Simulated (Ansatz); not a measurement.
Input

```
crystal:
  periodic: [false, false, false]
  atoms:
    - { symbol: Ti, position_ang: [0.0, 0.0, 0.0] }
    - { symbol: Cl, position_ang: [0.0, 0.0, 2.72] }
    - { symbol: O, position_ang: [1.8106, 0.0, -0.6394] }
    - { symbol: H, position_ang: [2.1269, -0.9521, -0.756] }
    - { symbol: F, position_ang: [-0.8619, 1.4933, -0.6094] }
    - { symbol: O, position_ang: [-0.9043, -1.5667, -0.6394] }
    - { symbol: H, position_ang: [-1.359, -2.0324, 0.133] }
    - { symbol: Br, position_ang: [1.4947, 2.2541, 0.8987] }
    - { symbol: H, position_ang: [0.8411, 1.2685, 2.2375] }
basis:
  gaussian: { orbitals: def2-SVP }
hamiltonian:
  xc: pbe
relax:
  f_tol: 0.15
  max_steps: 25
  restrain:
    - { distance: [0, 7], at: 3.75, k: 30.0 }
    - { distance: [8, 1], at: 2.57, k: 30.0 }
    - { distance: [0, 1], at: 2.37, k: 30.0 }
    - { distance: [8, 7], at: 1.55, k: 30.0 }
output:
  orbitals: {}
```

Launched as:

```sh
ansatz run input.yaml --threads 4 --pin off --max-ram 5120MiB --backend cpu --events-out ev --progress --plain --runs-dir out
```

The fields are those of the run's last geometry, not of the input's.

Not at a stationary point (largest force 1.2 eV/Å).

Method: RKS PBE/def2-SVP (Ansatz).

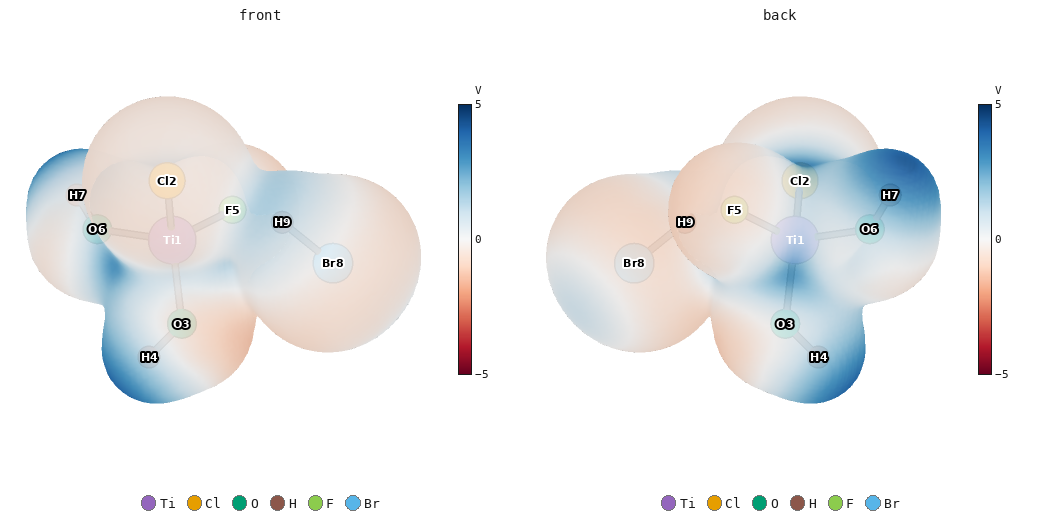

ClFH2O2Ti···HBr. The electrostatic potential painted on the density surface at 0.004 e/bohr³, seen from the front and from behind; the colour scale runs from red (negative) to blue (positive).

> Describe the electrostatic potential map.

The most negative region (about −1.3 V, or −30 kcal/mol for a unit charge) lies over O3, the most positive (about +4.0 V, or +92 kcal/mol for a unit charge) over H7. Br8 shows a σ-hole: about +0.9 V, or +21 kcal/mol for a unit charge at the tip opposite its bond, against about −0.7 V, or −16 kcal/mol for a unit charge on its flanks. O3 is the likeliest acceptor of a hydrogen bond.
